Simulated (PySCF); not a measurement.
# Excited-state calculation of CH$_{9}$BOSi$_{2}$

System: CH$_{9}$BOSi$_{2}$, SMILES BCO[SiH2][SiH3].
Method: TDDFT CAM-B3LYP/def2-SVPD, vertical, gas phase, core orbitals frozen in the response (PySCF 2.14.0).

The geometry comes from this level: PBE0-D3(BJ)/def2-SVP.

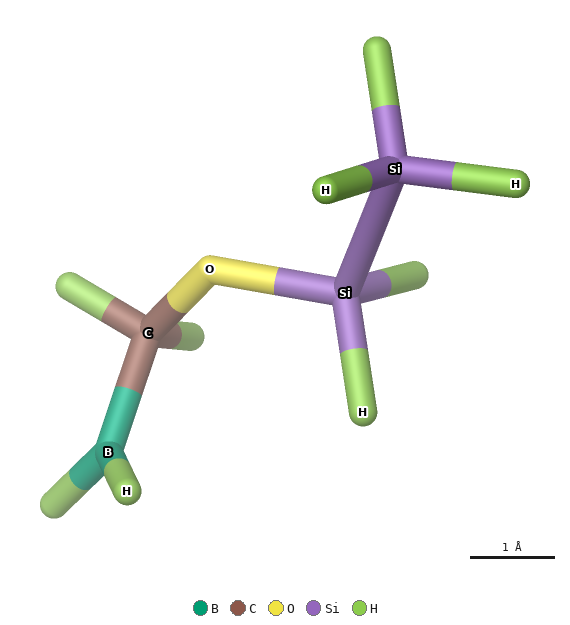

Fig. 1: The input geometry (stick view, seen at a tilt). Bond lengths as drawn: B–C 1.56 Å, B–H 1.21 Å, C–H 1.11 Å, C–O 1.41 Å, H–Si 1.49 to 1.50 Å, O–Si 1.67 Å and Si–Si 2.34 Å.

**Input**
```
{"job": {"kind": "uv", "xc": "CAM-B3LYP", "basis": "def2-SVPD", "ip": true}, "charge": 0, "multiplicity": 1}
B     -2.661613     0.290106     0.173456
C     -1.570765     1.056859    -0.627128
O     -0.244567     1.031669    -0.151825
Si     0.764687    -0.286653    -0.325405
Si     2.754732     0.253405     0.777295
H     -3.797544     0.333954    -0.240836
H     -2.416836    -0.309592     1.193563
H     -1.632584     0.777338    -1.702937
H     -1.916715     2.114152    -0.629549
H      1.001316    -0.570307    -1.780900
H      0.137875    -1.520004     0.257052
H      2.492686     0.499326     2.228021
H      3.721260    -0.881893     0.647665
H      3.365974     1.477417     0.175418
```

The first line tells a small driver script what to run in PySCF; the rest is the geometry in Å.

Command:
```bash
OMP_NUM_THREADS=1 python <driver script> task.json out
```

**What the program printed**
```
coarse grid: 12088 points
cycle   1  E = -722.0341970164  dE =  7.373e-02  |g| = 6.323e-01  |ddm| = 4.388e+00
cycle   2  E = -721.9647313195  dE =  6.947e-02  |g| = 9.029e-01  |ddm| = 1.738e+00
cycle   3  E = -722.1165303977  dE = -1.518e-01  |g| = 4.538e-02  |ddm| = 9.234e-01
cycle   4  E = -722.1170771629  dE = -5.468e-04  |g| = 1.138e-02  |ddm| = 1.052e-01
cycle   5  E = -722.1171191697  dE = -4.201e-05  |g| = 2.426e-03  |ddm| = 3.457e-02
cycle   6  E = -722.1171212036  dE = -2.034e-06  |g| = 5.738e-04  |ddm| = 5.955e-03
final grid: 105824 points
cycle   7  E = -722.2219160779  dE = -1.404e-05  |g| = 1.612e-03  |ddm| = 3.869e-02
cycle   8  E = -722.2219162834  dE = -2.054e-07  |g| = 1.504e-03  |ddm| = 5.227e-03
cycle   9  E = -722.2219167556  dE = -4.722e-07  |g| = 2.080e-04  |ddm| = 1.583e-03
cycle  10  E = -722.2219167614  dE = -5.848e-09  |g| = 1.421e-04  |ddm| = 4.562e-04
cycle  11  E = -722.2219167656  dE = -4.228e-09  |g| = 1.480e-05  |ddm| = 1.622e-04
cycle  12  E = -722.2219167657  dE = -8.254e-11  |g| = 3.577e-06  |ddm| = 3.547e-05
```

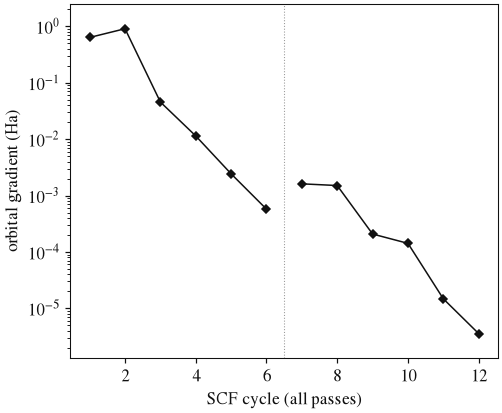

Fig. 2: Convergence of the self-consistent field: orbital gradient against the SCF cycle. The dotted line marks the change from a coarse to the final integration grid. The first 6 cycles use a coarse grid, the final grid takes over at cycle 7, and the field converges after 12 cycles in all.

```
converged SCF energy = -722.2219167657

Static polarisability (au): isotropic 89.372, principal 77.858 81.116 109.141

Singlet excitations
state   eV       nm        f      main configurations
  1   5.1152    242.4   0.00124   H->L 0.89
  2   6.1236    202.5   0.00001   H-4->L 0.63, H-5->L 0.29
  3   6.5065    190.6   0.04301   H-1->L 0.66, H-2->L 0.20
  4   6.7435    183.9   0.00055   H->L+1 0.84
  5   6.8615    180.7   0.01606   H-1->L+1 0.68, H-2->L 0.13
  6   7.1809    172.7   0.00329   H-2->L 0.54, H-1->L 0.24
  7   7.6201    162.7   0.02878   H-1->L+4 0.60, H-1->L+5 0.11
  8   7.6614    161.8   0.02423   H-3->L 0.39, H-6->L 0.26, H-7->L 0.10
  9   7.7190    160.6   0.02522   H->L+2 0.58, H->L+3 0.16
 10   7.7790    159.4   0.00706   H-1->L+2 0.63, H-1->L+3 0.12, H-1->L+5 0.11

Triplet excitations (Tamm-Dancoff, eV): 4.6998 5.4036 6.0654 6.2913
Vertical ionisation energy (delta-SCF) = 10.0302 eV
Vertical electron affinity (delta-SCF) = -0.3067 eV
```

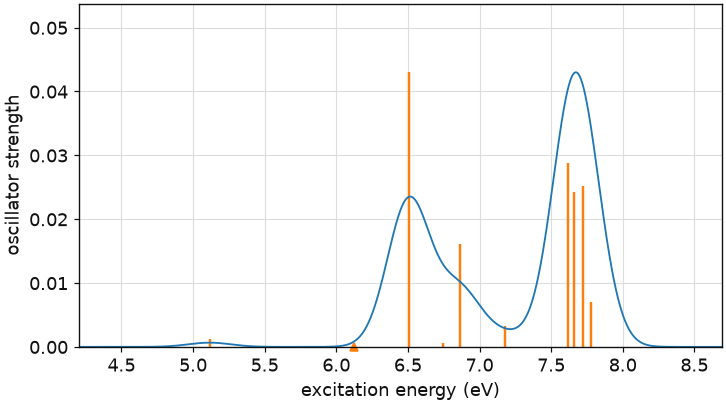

Fig. 3: Computed excitations as sticks (degenerate states added up, dark ones marked on the axis), with a Gaussian envelope of 0.35 eV full width at half maximum, scaled to the tallest. Of the 10 states the lowest lies at 5.12 eV (f = 0.001); the strongest line is at 6.51 eV, or 191 nm (f = 0.043).

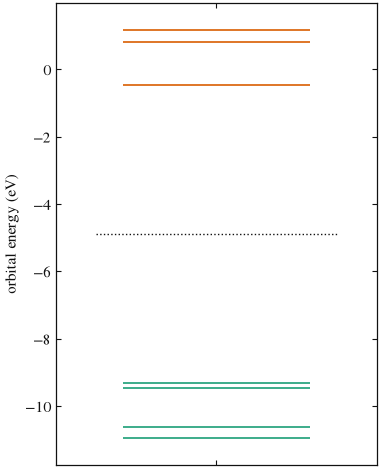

Fig. 4: Orbital energies near the frontier; the dotted line parts filled from empty levels, and levels within 0.02 eV of each other stand side by side. Highest filled −9.31 eV, lowest empty −0.46 eV, 8.85 eV apart.

**Summary**

| quantity | value |
| --- | --- |
| outcome | converged |
| total energy | −722.221917 hartree |
| HOMO | −9.31 eV |
| LUMO | −0.46 eV |
| dipole moment | 0.91 D |
| mean polarisability | 89.37 a.u. |
| vertical ionisation energy | 10.03 eV |
| vertical electron affinity | −0.31 eV |
| lowest singlet excitation | 5.12 eV |
| hardware | 1 CPU thread, shared host |
| wall time | 2.1 min |
| peak memory | 0.94 GiB |
